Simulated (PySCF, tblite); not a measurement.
# C4H10O2SSi: geometry, infrared bands and NMR shifts

Aim: predict the infrared bands and NMR shifts of C4H10O2SSi (`COC[C@@H]1CO[SiH2]S1`).

Computed with tblite 0.8.0 and PySCF 2.14.0, with density-fitted response routines of our own, on a single molecule in the gas phase. Atoms count from 0, in the outputs and in this text.

**1. The starting structure**

18 atoms, charge 0, multiplicity 1; geometry from: force field or distance geometry start.

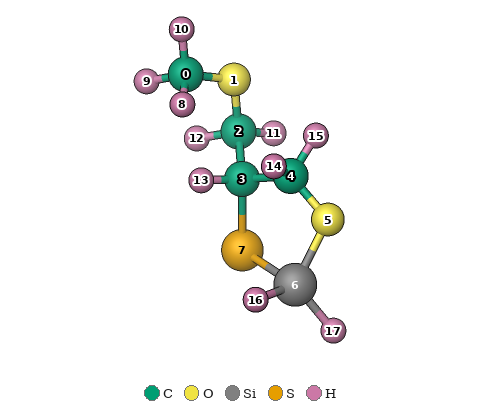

The starting geometry (carbon teal, oxygen yellow, silicon grey, sulfur amber, hydrogen pink), atoms numbered; sticks join atoms by distance.

**2. Geometry optimisation with GFN2-xTB**

The job: settings as JSON, then the geometry in Å.

```
{"job": {"kind": "relax", "xc": "GFN2-xTB", "basis": "xTB"}, "charge": 0, "multiplicity": 1}
C      2.517100     0.232400    -0.063000
O      1.835600    -0.913100     0.235700
C      0.863800    -1.211700    -0.659000
C     -0.165300    -0.120700    -0.706200
C     -0.861300     0.161700     0.556600
O     -2.184200     0.056400     0.608100
Si    -2.934100     0.557600    -0.838100
S     -1.420700    -0.442400    -2.010600
H      1.921100     1.162400    -0.075700
H      2.980700     0.125500    -1.082100
H      3.373200     0.374800     0.643400
H      0.421200    -2.229900    -0.519700
H      1.352800    -1.199800    -1.666700
H      0.313900     0.790200    -1.083000
H     -0.548400     1.175500     0.928900
H     -0.428500    -0.534300     1.337800
H     -2.775700     1.990600    -1.103600
H     -4.270000     0.031000    -1.044000
```

The run is started by

```console
OMP_NUM_THREADS=1 python probes_run.py task.json out
```

This one command runs all jobs of the session in turn.

The program printed:

```text
step      E/eV     max force
  0    -729.61106    4.090
  1    -730.06630    0.690
  2    -730.11166    0.528
  3    -730.15959    0.425
  4    -730.18589    0.402
  5    -730.20778    0.384
  6    -730.22488    0.316
  7    -730.24237    0.308
  8    -730.25962    0.315
  9    -730.27699    0.302
 10    -730.29230    0.307
 11    -730.30467    0.259
 12    -730.31385    0.229
 13    -730.32175    0.236
 14    -730.33007    0.232
 15    -730.33862    0.262
 16    -730.34682    0.221
 17    -730.35441    0.232
 18    -730.36178    0.232
 19    -730.37049    0.288
 20    -730.38123    0.340
 21    -730.39178    0.271
 22    -730.40102    0.247
 23    -730.40980    0.258
 24    -730.41871    0.302
 25    -730.42737    0.249
 26    -730.43521    0.206
 27    -730.44202    0.216
 28    -730.44868    0.370
 29    -730.45708    0.329
 30    -730.46767    0.185
 31    -730.47301    0.158
 32    -730.47923    0.188
 33    -730.48517    0.189
 34    -730.48917    0.161
 35    -730.49118    0.118
 36    -730.49274    0.111
 37    -730.49431    0.086
 38    -730.49571    0.067
 39    -730.49630    0.057
 40    -730.49676    0.048
 41    -730.49704    0.046
 42    -730.49733    0.052
 43    -730.49756    0.037
 44    -730.49773    0.028
 45    -730.49787    0.028
 46    -730.49809    0.047
 47    -730.49839    0.062
 48    -730.49872    0.051
 49    -730.49898    0.039
 50    -730.49919    0.037
 51    -730.49944    0.042
 52    -730.49978    0.059
 53    -730.50012    0.048
 54    -730.50032    0.026
 55    -730.50043    0.023
 56    -730.50053    0.024
 57    -730.50064    0.030
 58    -730.50076    0.026
 59    -730.50085    0.022
 60    -730.50093    0.019
 61    -730.50100    0.023
 62    -730.50106    0.019
 63    -730.50112    0.020
 64    -730.50118    0.017
 65    -730.50122    0.015
 66    -730.50126    0.014
 67    -730.50129    0.012
 68    -730.50132    0.011
 69    -730.50134    0.013
 70    -730.50137    0.011
 71    -730.50139    0.010
 72    -730.50141    0.010
 73    -730.50144    0.014
 74    -730.50147    0.013
 75    -730.50149    0.010
```

Wall time 1.1 s (1 thread of Arm Neoverse N1, shared host); peak memory 0.18 GiB.

Relaxation path: (not every step is listed)

```csv
step,energy from step 0 (eV),largest force (eV/Å)
0,0.0000,4.0902
1,-0.4552,0.6904
2,-0.5006,0.5282
3,-0.5485,0.4247
4,-0.5748,0.4025
5,-0.5967,0.3838
6,-0.6138,0.3164
7,-0.6313,0.3082
8,-0.6486,0.3148
14,-0.7190,0.2319
20,-0.7702,0.3398
26,-0.8242,0.2065
32,-0.8682,0.1884
38,-0.8847,0.0673
44,-0.8867,0.0281
50,-0.8881,0.0366
56,-0.8895,0.0244
62,-0.8900,0.0191
68,-0.8903,0.0114
70,-0.8903,0.0110
71,-0.8903,0.0100
72,-0.8904,0.0103
73,-0.8904,0.0137
74,-0.8904,0.0128
75,-0.8904,0.0099
```

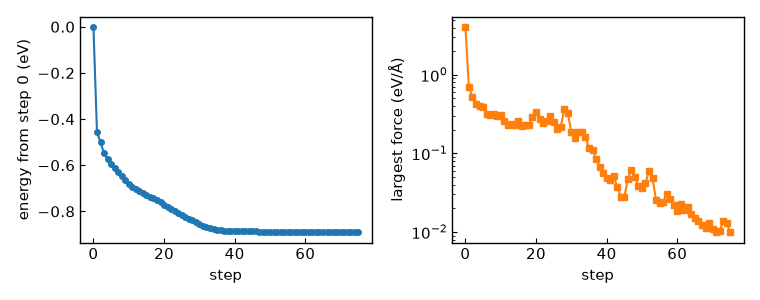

Energy and largest force along the relaxation.

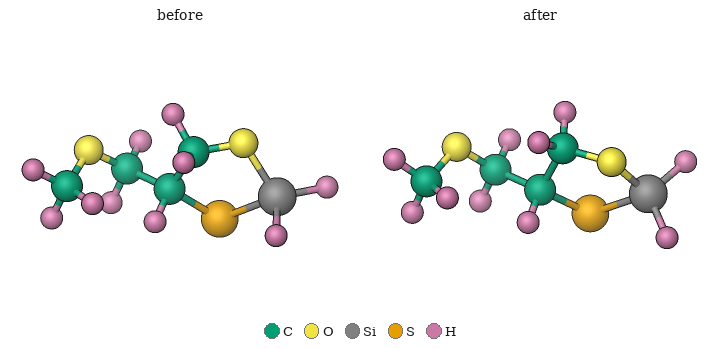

Before and after, at one scale.

Distances of close pairs at the start and the end, largest changes first:

| bond | before (Å) | after (Å) | change (Å) |
| --- | --- | --- | --- |
| O5–Si6 | 1.704 | 1.624 | -0.080 |
| C4–O5 | 1.328 | 1.400 | +0.071 |
| C3–C4 | 1.469 | 1.526 | +0.057 |
| O1–C2 | 1.354 | 1.405 | +0.050 |
| C0–O1 | 1.366 | 1.408 | +0.042 |
| C4–H15 | 1.132 | 1.096 | -0.036 |
| C4–H14 | 1.124 | 1.093 | -0.031 |
| C0–H10 | 1.119 | 1.088 | -0.031 |

The next job starts from the end point, and lists it.

**3. Vibrational analysis with GFN2-xTB**

The job: settings as JSON, then the geometry in Å.

```
{"job": {"kind": "ir", "xc": "GFN2-xTB", "basis": "xTB"}, "charge": 0, "multiplicity": 1}
C      2.746503     0.196565    -0.029746
O      1.849104    -0.849386     0.259429
C      0.874612    -1.077753    -0.726176
C     -0.208223     0.000412    -0.778969
C     -0.881697     0.199837     0.575746
O     -2.104623     0.865243     0.433186
Si    -3.005213     0.549736    -0.881121
S     -1.487400    -0.485121    -1.997630
H      2.268993     1.180315     0.039449
H      3.177637     0.080005    -1.030668
H      3.536501     0.132977     0.716294
H      0.413505    -2.034984    -0.467956
H      1.336846    -1.169494    -1.719397
H      0.204777     0.948368    -1.134156
H     -0.245956     0.802245     1.230435
H     -1.045980    -0.774871     1.048731
H     -3.357077     1.830942    -1.461816
H     -4.081067    -0.388718    -0.616812
```

The program printed:

```text
mode    cm-1     km/mol
  1      51.3      0.92
  2      60.5      3.29
  3     111.4      5.52
  4     152.9      9.01
  5     166.8      2.50
  6     217.2      4.64
  7     278.5      5.41
  8     364.2      5.04
  9     421.7      5.01
 10     460.7      5.37
 11     480.5     12.94
 12     510.5     16.24
 13     541.2     52.98
 14     574.9     86.12
 15     677.3    263.89
 16     726.7     24.93
 17     779.1    163.49
 18     815.4    175.41
 19     904.0      5.05
 20     947.0     19.88
 21     989.6     10.45
 22    1067.8      4.71
 23    1083.9      4.55
 24    1105.3     91.63
 25    1117.7    122.46
 26    1130.8      9.67
 27    1153.1     30.92
 28    1181.1      3.94
 29    1223.9     13.10
 30    1251.2     12.42
 31    1287.7      8.13
 32    1325.2      2.24
 33    1331.8      8.22
 34    1404.8      0.20
 35    1461.3      0.36
 36    1470.7      6.85
 37    1480.6      2.58
 38    1489.6      4.32
 39    2349.6    296.85
 40    2375.8    146.15
 41    2885.5     36.79
 42    2910.3     48.71
 43    2926.0     16.41
 44    2929.1     21.98
 45    2941.8     44.34
 46    2963.5     22.42
 47    2971.4     34.16
 48    3025.6     18.05
```

Wall time 1.3 s (1 thread of Arm Neoverse N1, shared host); peak memory 0.18 GiB.

The strongest bands and the atoms that carry them (share of the mass-weighted mode):

| cm⁻¹ | km/mol | atoms |
| --- | --- | --- |
| 575 | 86.1 | H17 46 %, H16 33 %, Si6 12 % |
| 677 | 263.9 | H17 47 %, H16 37 % |
| 779 | 163.5 | H16 43 %, H17 41 % |
| 815 | 175.4 | Si6 36 %, O5 34 % |
| 1105 | 91.6 | O1 36 %, C0 21 %, C2 15 % |
| 1118 | 122.5 | O5 43 %, C4 42 % |
| 2350 | 296.9 | H17 82 %, H16 14 % |
| 2376 | 146.2 | H16 83 %, H17 15 % |

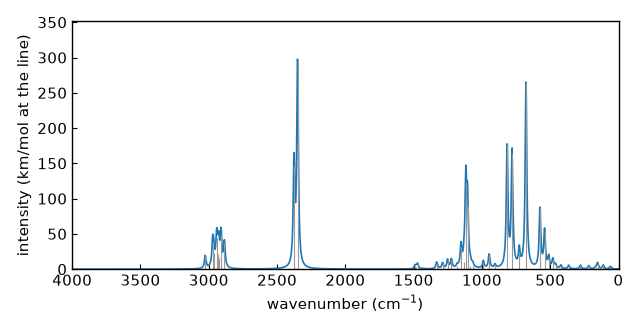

The infrared spectrum from these modes, unscaled. Lines are broadened to a width of 14 cm⁻¹ (Lorentzian).

**4. Shielding tensors: PBE0/pcSseg-1**

Settings changed since step 3:

```diff
@@ -1,2 +1,2 @@
-{"job": {"kind": "ir", "xc": "GFN2-xTB", "basis": "xTB"}, "charge": 0, "multiplicity": 1}
+{"job": {"kind": "nmr", "xc": "PBE0", "basis": "pcSseg-1"}, "charge": 0, "multiplicity": 1}
 C      2.746503     0.196565    -0.029746
```

With the program's defaults for keys left out, this is: GIAO PBE0/pcSseg-1 NMR shielding, non-relativistic, gas phase.

The program printed:

```text
coarse grid: 15968 points
cycle   1  E = -995.7461245770  dE =  1.115e+00  |g| = 7.986e-01  |ddm| = 3.825e+00
cycle   2  E = -995.5912663077  dE =  1.549e-01  |g| = 1.227e+00  |ddm| = 1.809e+00
cycle   3  E = -995.8604538447  dE = -2.692e-01  |g| = 1.007e-01  |ddm| = 1.228e+00
cycle   4  E = -995.8623704575  dE = -1.917e-03  |g| = 4.377e-02  |ddm| = 1.672e-01
cycle   5  E = -995.8628404904  dE = -4.700e-04  |g| = 8.736e-03  |ddm| = 6.263e-02
cycle   6  E = -995.8628527447  dE = -1.225e-05  |g| = 4.291e-03  |ddm| = 1.120e-02
cycle   7  E = -995.8628559255  dE = -3.181e-06  |g| = 6.063e-04  |ddm| = 3.776e-03
final grid: 144640 points
cycle   8  E = -995.9344654483  dE = -3.826e-05  |g| = 1.378e-02  |ddm| = 3.215e-02
cycle   9  E = -995.9344252143  dE =  4.023e-05  |g| = 2.025e-02  |ddm| = 2.311e-02
cycle  10  E = -995.9345007969  dE = -7.558e-05  |g| = 1.499e-03  |ddm| = 1.484e-02
cycle  11  E = -995.9345012959  dE = -4.991e-07  |g| = 2.405e-04  |ddm| = 1.719e-03
cycle  12  E = -995.9345013092  dE = -1.332e-08  |g| = 7.471e-05  |ddm| = 3.761e-04
cycle  13  E = -995.9345013103  dE = -1.052e-09  |g| = 3.702e-05  |ddm| = 1.162e-04
cycle  14  E = -995.9345013106  dE = -2.817e-10  |g| = 4.966e-06  |ddm| = 3.497e-05
converged SCF energy = -995.9345013106

GIAO shielding tensors (ppm)
atom      isotropic    diamagn.    paramagn.     s11        s22        s33       span
  0 C      127.648     245.355    -117.707     91.393    108.660    182.890     91.496
  1 O      309.699     396.273     -86.574    274.930    308.029    346.138     71.208
  2 C      108.551     243.988    -135.437     77.527     92.169    155.957     78.430
  3 C      138.321     256.074    -117.753     95.150    155.411    164.402     69.253
  4 C      111.927     246.589    -134.662     76.074    110.186    149.521     73.446
  5 O      293.855     395.681    -101.826    237.154    262.717    381.693    144.539
  6 Si     343.885     880.494    -536.609    297.826    333.395    400.435    102.609
  7 S      655.999    1059.160    -403.161    494.140    578.460    895.396    401.256
  8 H       28.067      31.300      -3.233     23.456     27.169     33.576     10.119
  9 H       28.699      28.785      -0.085     25.344     26.018     34.736      9.392
 10 H       27.875      28.287      -0.412     23.893     25.159     34.574     10.681
 11 H       27.801      30.713      -2.912     22.595     30.026     30.783      8.188
 12 H       27.941      30.940      -2.999     22.002     29.821     31.999      9.998
 13 H       27.733      34.665      -6.931     22.522     26.129     34.549     12.027
 14 H       27.036      31.465      -4.428     21.049     28.415     31.644     10.595
 15 H       28.243      32.001      -3.758     22.527     28.450     33.754     11.227
 16 H       26.264      28.595      -2.331     22.472     23.183     33.137     10.664
 17 H       26.132      28.183      -2.051     22.404     23.116     32.877     10.473
```

It took 70 s on 1 thread of Arm Neoverse N1, shared host; peak memory 0.83 GiB.

The references, computed at this level on geometries of the same kind, shield at (ppm): ¹H TMS 31.72, ¹³C TMS 186.9, ²⁹Si TMS 349.2, ¹⁷O H2O 336.1, ³³S CS2 504. Their shielding less the atom's gives the shift. The references are single molecules in the gas phase, so shifts against H2O, NH3, PH3, H3PO4 or CFCl3 are not on the usual liquid scales and can be off by tens of ppm. Atoms listed in one row are averaged.

```csv
atoms,environment,σ (ppm),δ (ppm),δ scaled to CDCl3
C2,sp3 CH2 bonded to O,108.6,78.4,74.6
C4,sp3 CH2 bonded to O,111.9,75.0,71.3
C0,methyl carbon bonded to O,127.6,59.3,55.9
C3,sp3 CH bonded to S,138.3,48.6,41.1
H17,"hydrogen on a silicon bonded to O, S, in a 5-membered ring",26.13,5.58,–
H16,"hydrogen on a silicon bonded to O, S, in a 5-membered ring",26.26,5.45,–
H14,hydrogen on an sp3 CH2 bonded to O,27.04,4.68,4.52
H13,hydrogen on an sp3 CH bonded to S,27.73,3.98,3.86
H11,hydrogen on an sp3 CH2 bonded to O,27.80,3.92,3.80
H12,hydrogen on an sp3 CH2 bonded to O,27.94,3.78,3.67
"H8, H9, H10",hydrogen on a methyl carbon bonded to O,28.21,3.50,3.41
H15,hydrogen on an sp3 CH2 bonded to O,28.24,3.47,3.38
O5,"oxygen bonded to C, Si, in a 5-membered ring",293.9,42.2,–
O1,ether oxygen,309.7,26.4,–
Si6,"silicon bonded to O, S, 2 H, in a 5-membered ring",343.9,5.3,–
S7,"sulfur bonded to C, Si, in a 5-membered ring",656,-152,–
```

The scaled column applies a straight-line fit of computed shieldings to shifts measured in CDCl3, with any fitted terms for Cl, Br or S neighbours (root-mean-square error 0.16 ppm for H, 1.9 ppm for C).

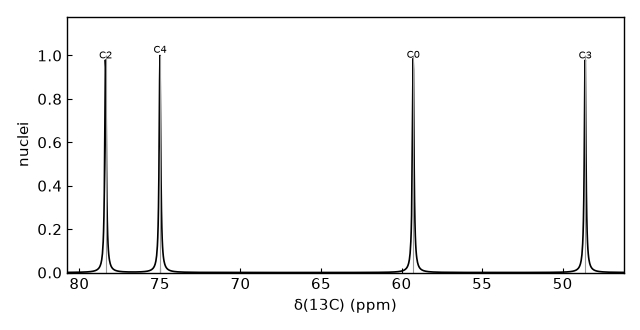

¹³C lines at the computed shifts, without couplings. Lines are broadened to a width of 0.12 ppm (Lorentzian).

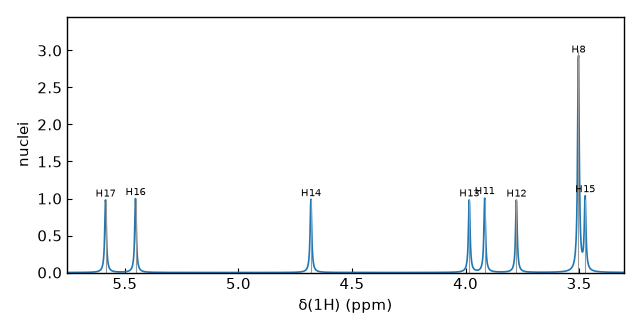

¹H lines at the computed shifts, without couplings. Lines are broadened to a width of 0.01 ppm (Lorentzian).

The run also stored atomic charges by several schemes (e):

```csv
atoms,Mulliken,IAO,Hirshfeld,ESP fit
C0,-0.03,-0.20,-0.04,-0.19
O1,-0.51,-0.39,-0.14,-0.32
C2,0.15,-0.05,0.00,-0.04
C3,-0.51,-0.21,-0.04,-0.11
C4,0.20,-0.05,0.00,0.04
O5,-0.62,-0.65,-0.23,-0.51
Si6,0.81,0.95,0.39,0.86
S7,-0.27,-0.24,-0.11,-0.40
```

ESP fit charges:

C0 -0.19; O1 -0.32; C2 -0.04; C3 -0.11; C4 0.04; O5 -0.51; Si6 0.86; S7 -0.40; H8 0.10; H9 0.10; H10 0.14; H11 0.11; H12 0.14; H13 0.15; H14 0.13; H15 0.10; H16 -0.15; H17 -0.14

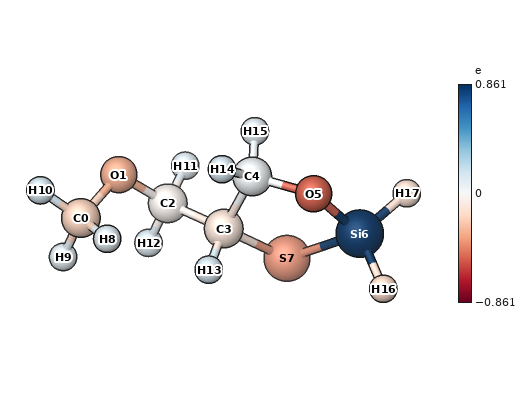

ESP fit charges, as colours on the atoms.

Mayer bond orders: C0–O1 0.93, O1–C2 0.95, C2–C3 0.97, C3–C4 0.96, C4–O5 0.88, O5–Si6 1.00, Si6–S7 0.94, S7–C3 1.01.

Ring of atoms C3, C4, O5, Si6, S7: NICS(0) -8.4, NICS(1) -4.0, NICS(1)zz -3.9 ppm (means of both faces).

**5. Summary of results**

```
                                                              quantity                                               value
                             strongest single infrared mode (GFN2-xTB)                               2350 cm⁻¹, 297 km/mol
                                          zero-point energy (GFN2-xTB)                                       85.9 kcal/mol
                                ¹³C shifts against TMS (PBE0/pcSseg-1)                          78.4, 75.0, 59.3, 48.6 ppm
¹H shifts against TMS (PBE0/pcSseg-1, means over atoms taken as alike)  5.58, 5.45, 4.68, 3.98, 3.92, 3.78, 3.50, 3.47 ppm
                                ¹⁷O shifts against H2O (PBE0/pcSseg-1)                                      42.2, 26.4 ppm
                               ²⁹Si shifts against TMS (PBE0/pcSseg-1)                                             5.3 ppm
                                ³³S shifts against CS2 (PBE0/pcSseg-1)                                            -152 ppm
```

**Reading.** Over 75 steps the energy fell by 0.890 eV; of the close pairs, O5–Si6 changed most, 1.704 to 1.624 Å. No mode is imaginary among the 48: a minimum at this level. The strongest single mode, at 2350 cm⁻¹, moves mainly H17. GFN2-xTB is a fitted tight-binding method: band positions and strengths are rough. Its intensities can rank the bands wrongly. At PBE0/pcSseg-1: The largest span, 401 ppm, is at S7, where the paramagnetic term is -403 ppm.
